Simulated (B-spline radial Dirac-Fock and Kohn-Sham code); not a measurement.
# Core levels of Os²⁺: a first try and its repair

Wanted: ΔSCF binding energies of Os²⁺ for K, L3 and M5.

Method: Delta-SCF core binding energies without Breit or QED terms under the stated settings; computed with B-spline radial Dirac-Fock and Kohn-Sham code, version 4.

### 1 The atom as given

Osmium as Os²⁺, configuration [Xe] 4f14 5d6.

```
nuclear charge     : 76
electrons          : 74
mass number        : 192
nuclear rms radius : 5.4126 fm
```

### 2 First attempt

Settings in task.json:

```ini
rel = dirac
method = hf
nuc = fermi
radius_factor = 1.0
rmax = 5.0
h = 0.3
order = 8
points = 10
c_factor = 1.0
maxit = 100
damp = 0.5
ndamp = 3
tol = 1e-08
```

Keys: rel is the Hamiltonian, nuc the nuclear model, radius_factor scales its radius, rmax is the box in bohr, h the logarithmic mesh step, order the B-spline order, points the quadrature points a cell, c_factor scales the speed of light; damp, ndamp, maxit and tol steer the iteration.

Command:

```console
$ python xray2_run.py task.json out
```

Results of the run (chosen fields of its result record, rounded):

```text
status: converged
total_energy [Ha]: -17270.194987
virial_ratio: 1.881665
iterations: [10, 10, 10, 10]
converged: [true, true, true, true]
highest_orbital_energy [eV]: -27.55251
holes: ["K", "L3", "M5"]
binding [eV]: [74278.32, 10931.33, 1992.477]
scf_energy [Ha]: [-17269.2521, -17270.03607, -17270.19237, -17270.19432, -17270.19496, -17270.19499, -17270.19499, -17270.19499, -17270.19499, -17270.19499]
scf_error: [2.2, 0.15, 0.019, 0.0089, 0.0012, 0.00034, 0.00011, 3.4e-05, 9.5e-06, 2.2e-07]
cells: 47
```

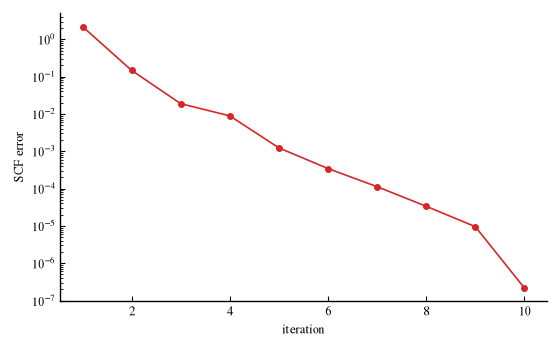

SCF error of the ground state by iteration.

### 3 Diagnosis

The run converged, but to the answer of an unsound model or basis. The fault: rmax squeezes the outer orbitals.

Remedy: set rmax = 45.0.

### 4 Second try

Changed: rmax = 45.0, maxit = 60.

Results of the run (chosen fields of its result record, rounded):

```text
status: converged
total_energy [Ha]: -17270.205825
virial_ratio: 1.88167
iterations: [10, 10, 10, 10]
converged: [true, true, true, true]
highest_orbital_energy [eV]: -27.82743
holes: ["K", "L3", "M5"]
binding [eV]: [74278.54, 10931.55, 1992.698]
cells: 59
```

### 5 What came out

| quantity | value |
| --- | --- |
| first try | converged |
| fault | rmax squeezes the outer orbitals |
| cure | rmax = 45.0 |
| mended run | converged (ground state in 10 iterations) |
| K binding | 74278.5 eV (first try 74278.3) |
| L3 binding | 10931.6 eV (first try 10931.3) |
| M5 binding | 1992.7 eV (first try 1992.5) |

In words: The first try was off by -0.22 eV for K, -0.22 eV for L3 and -0.22 eV for M5. It gave no warning. The mended values lack Breit and QED terms.
